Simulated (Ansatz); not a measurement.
# Work function of Ir by crystal face

How much does the work function of Ir differ between its low-index faces, and does the functional change the order?

Measured values are compiled ones, as quoted in “Anisotropic work function of elemental crystals” (2019, arxiv:1902.07811).

Set-up. Ansatz 0.2.0, plane waves with PAW datasets (its set soft_2) at their recommended cutoffs; symmetric slabs of 7 layers (11 for bcc (111)) cut at the tabulated experimental lattice constant, atoms at bulk places, 18 Å of vacuum, k-spacing 0.16 Å⁻¹ (2π included), Fermi-Dirac smearing of 0.1 eV, SCF threshold 1e-9 eV; spin-polarised where the metal is Fe, Co or Ni. The work function is the vacuum level less the Fermi level; differences are formed before rounding.

The runs side by side:

```tsv
face	atoms per nm²	LDA (eV)	PBEsol (eV)	r2SCAN (eV)	PBE (eV)	RPBE (eV)	PBE, relaxed (eV)	measured (eV)
(111)	15.7	5.87	5.64	5.55	5.50	5.35	5.50	5.78
(100)	13.6	5.90	5.67	5.62	5.55	5.39	5.55	5.96*
(110)	9.6	5.39	5.14	5.05	5.03	4.87	5.01	5.42*
```

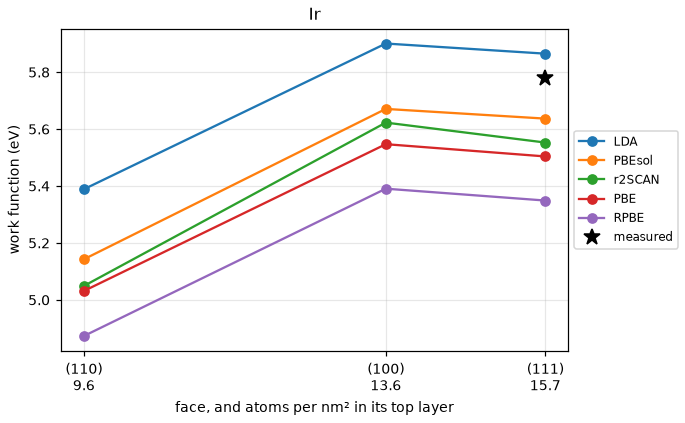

Work function against the density of the top layer.

**Answer.** With PBE the work function runs from 5.55 eV on (100) to 5.03 eV on (110). (111) and (100) lie within 0.08 eV of each other, too close for slabs of this thickness to order. LDA lies 0.35 to 0.36 eV above PBE. With the layers relaxed PBE misses the measured values by 0.28 eV. Against the 1 measured value on unreconstructed faces, LDA comes nearest (error 0.09 eV), and PBE misses by 0.28 eV. PBEsol is within 0.1 eV of LDA's error, inside the spread of measured values. Relaxing all layers with PBE (forces under 0.01 eV/Å) moves the values by −0.02 to 0.00 eV.

**Limits.** Slabs this thin leave size errors that can reach a tenth of an eV or more. Compiled measured values differ between sources by a tenth of an eV or more. A star marks a face that reconstructs in experiment, which these slabs don't, so it is no test. The functionals share one unrelaxed geometry at the tabulated experimental lattice constant; the relaxed column keeps that in-plane lattice, which is not PBE's own. Spin-orbit coupling is left out.

[Logs are printed without paths, hosts, clocks, repeated set-up lines and the standing remarks that a program may print on its own settings, such as how far it seeks lower states.]
